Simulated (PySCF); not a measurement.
# RuBr2: structure of the triplet

Where does triplet RuBr2 go from a bent start, is the end point a minimum, and what are its modes, charges and moments?

Method: PBE0, basis Ru def2-TZVP with ECP28, Br def2-TZVP, scalar-relativistic core potentials, no spin–orbit coupling, density fitting; program: PySCF 2.14.0.

## (1) The starting structure

3 atoms, charge 0, spin multiplicity 3.

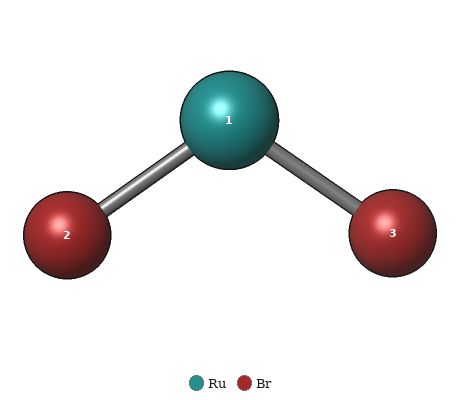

As it starts; ruthenium teal, bromine red; atoms are numbered from 1 in the order of the file.

Coordinates in bohr (charge 0 multiplicity 3):
```
Ru    0.0000    0.0000    0.0000
Br    3.6997    0.0000    2.5904
Br   -3.6997    0.0000    2.5904
```

## (2) Finding the electronic state

One driver script runs all steps and calls PySCF; scf.py shows how it sets up the SCF of each step. The optimiser is the driver's own. After this first run the driver tries any further starts and a stability analysis.

scf.py reads:

```python
from pyscf import gto, scf, dft
mol = gto.M(atom='''
Ru     0.000000     0.000000     0.000000
Br     1.957800     0.000000     1.370800
Br    -1.957800     0.000000     1.370800''',
    basis={'Ru': 'def2-TZVP', 'Br': 'def2-TZVP'},
    ecp={'Ru': 'def2-TZVP'},
    charge=0, spin=2)
mf = dft.UKS(mol, xc='PBE0')
mf.grids.atom_grid = (50, 194)
aux = {'Ru': 'def2-universal-JKFIT', 'Br': 'def2-universal-JKFIT'}
mf = mf.density_fit(auxbasis=aux)
mf.conv_tol = 1e-08
mf.diis_space = 10
mf.max_cycle = 60
mf.init_guess = 'minao'
mf.verbose = 4
mf.kernel()
```

Started as:

```sh
OMP_NUM_THREADS=4 python axn.py task.json out
```

After this run come: Bent start, triplet: relaxation; Frequencies.

What does the calculation give? Wanted: minimum; geometry; wavenumbers; dipole moment; highest occupied, lowest empty level; polar-tensor charge of Ru1; zero-point energy; atomisation energy; ⟨S²⟩.

The runs gave:

```
                                          quantity                                value
                                           minimum        broken-symmetry (Ms = 1), D∞h
                                          geometry  Ru–Br 2.358 Å (×2); Br–Ru–Br 180.0°
                                wavenumbers (cm⁻¹)                     25, 44, 220, 328
                                     dipole moment                               0.00 D
highest occupied, lowest empty level (either spin)                      -7.63, -4.79 eV
                        polar-tensor charge of Ru1                              +1.13 e
                                 zero-point energy                           3.7 kJ/mol
                               entropy at 298.15 K                      327.7 J/(mol K)
         atomisation energy (no zero-point energy)                           580 kJ/mol
                                              ⟨S²⟩                                2.980
```

What this shows: The bent start (C2v) ends in a minimum of D∞h symmetry. The determinant is spin-contaminated (⟨S²⟩ = 2.98 against 2.00), so it is no pure spin state. The strongest infrared band lies at 328 cm⁻¹ (stretch). The dipole vanishes although Ru1 carries +1.1 e by the polar tensor: the bond dipoles cancel. The first SCF alone would have been 58 kJ/mol too high. Only this shape and spin were tried, so other structures or states may lie lower. The SCF density has lower symmetry than the nuclear frame. One determinant may miss the lowest occupation of an open d or f shell.
